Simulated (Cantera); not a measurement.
Charge: 1 mol CO2, 0.077 mol H2, 0.09 mol O2, at 0.00420 bar.

Method: chemical equilibrium by Gibbs-energy minimisation in Cantera with the NASA 1993 tables (ideal gas, pure condensed phases). Candidate condensed phases: C, C6H6, C7H8, C8H18, H2O; 110 gas species. Rates play no part.

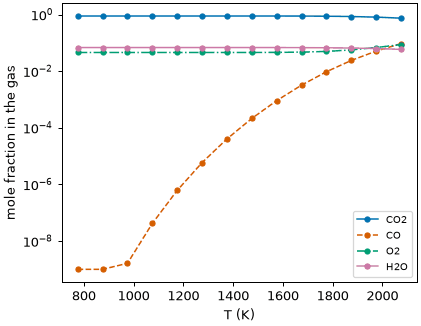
*Equilibrium gas composition (values under 1e-9 drawn at 1e-9)*

Q: Read off the mole fractions at 1775 K.

A: CO2 about 0.87, H2O about 0.067, O2 about 0.050, CO about 0.0095.
